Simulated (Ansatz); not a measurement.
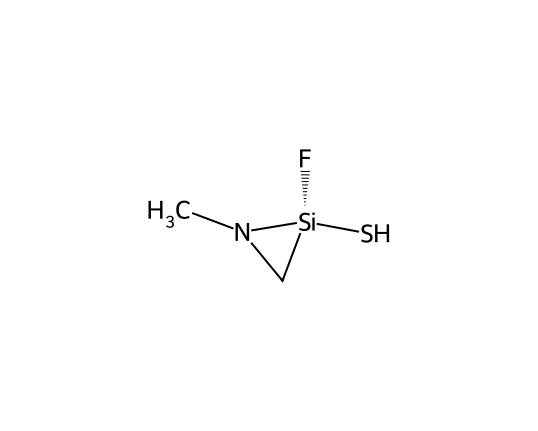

The picture comes from a calculation with Ansatz.

A structural formula.

Give its SMILES.

Answer. CN1C[Si@]1(F)S

What is the molecular formula?

Answer. C2H6FNSSi.

An optimisation with PBE-D4/def2-SVP gave a structure of which point group?

Answer. C1.
